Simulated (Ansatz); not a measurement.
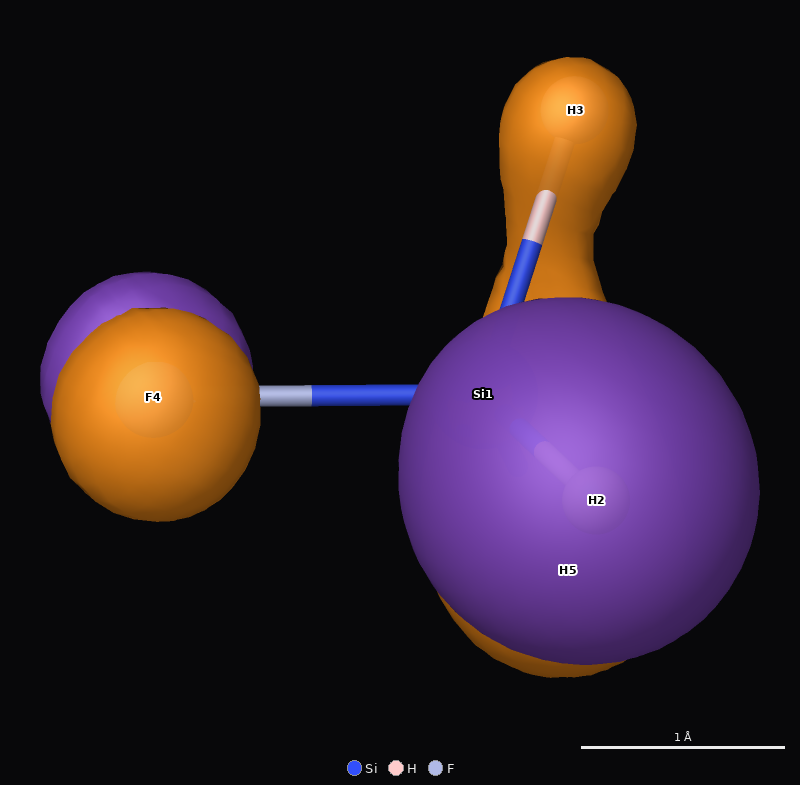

Figure 1: FH3Si. The HOMO at ±0.2 Å⁻³ᐟ² (orange and purple are the two phases), seen across its widest extent.

Computed with Ansatz, RKS B3LYP-D4/def2-SVP.

The calculation's input:

```
crystal:
  periodic: [false, false, false]
  atoms:
    - { symbol: Si, position_ang: [0.0, 0.0, 0.0] }
    - { symbol: H, position_ang: [0.0, 0.0, 1.46] }
    - { symbol: H, position_ang: [1.3768, 0.0, -0.4862] }
    - { symbol: F, position_ang: [-0.7489, 1.2974, -0.5295] }
    - { symbol: H, position_ang: [-0.6877, -1.1914, -0.4862] }
basis:
  gaussian: { orbitals: def2-SVP }
hamiltonian:
  xc: b3lyp
  dispersion: d4
relax:
  f_tol: 0.02
  max_steps: 40
output:
  orbitals: {}
```

Run with:

```sh
ansatz run input.yaml --threads 1 --pin off --max-ram 2048MiB --backend cpu --events-out ev --progress --plain --runs-dir out
```

The fields are those of the run's last geometry, not of the input's.

Describe this orbital and give its energy.

Its weight (Hirshfeld) is mainly on Si1 (about 35 %), H2 (about 30 %), F4 (about 20 %), H3 (about 10 %) and H5 (about 10 %). It is one of a degenerate set, so its orientation is arbitrary. Its energy is −9.47 eV.
